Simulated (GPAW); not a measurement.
# Polarising Ta2N(OH)2 MXene monolayer with a field along the normal

The dipole of the cell at several fields, atoms fixed. What does the strongest field give, and what length does the slope stand for?

How it was computed: GPAW 26.7.0, plane waves (500 eV), PAW setups, PBE, 12×12 mesh, a dipole layer in the vacuum; geometry relaxed without an applied field with GPAW. The cell's area is 8.94 Å², and e/ε0 = 180.95 V Å.

The runs, one held back:

```
field (V/Å)  dipole (e Å)
       −0.2       −0.1132
       −0.1       −0.0565
      −0.05       −0.0283
       0.05        0.0283
        0.1        0.0565
        0.2        0.1132
        0.3             ?
```

To predict: What is the dipole at 0.3 V/Å?

**Working.** A line through the 6 points has the slope α = 0.566 e Å per V/Å and the intercept p₀ = 0.0000 e Å (r.m.s. residual 5.2e−05). At 0.3 V/Å it gives p = 0.0000 + 0.566 × 0.3 = 0.1697 e Å; the run gives 0.1703 e Å, so the response stays linear to 0.3 % of the induced part. Dividing by ε0 and the area: α/(ε0 A) = 0.566 × 180.95 / 8.94 = 11.45 Å, against 6.72 Å between the outer nuclei.

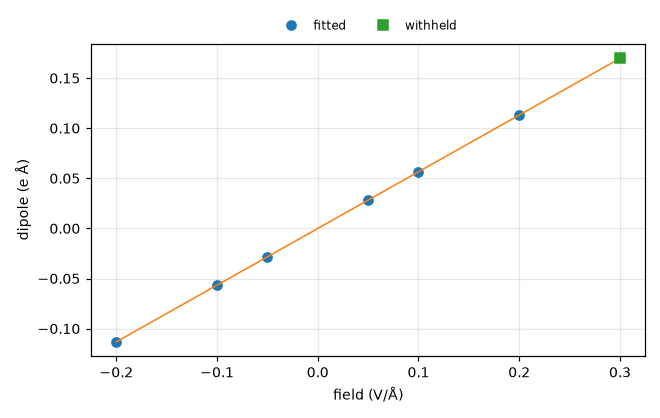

The line and the withheld run.

**Limits.** This is the electronic response alone; ions that move would add to it in polar layers. No run was spin-polarised, so magnetic states weren't tested. Spin-orbit coupling is left out, which matters for the heavier atoms here.

[Logs are printed without paths, hosts, clocks, repeated set-up lines and the standing remarks that a program may print on its own settings, such as how far it seeks lower states.]
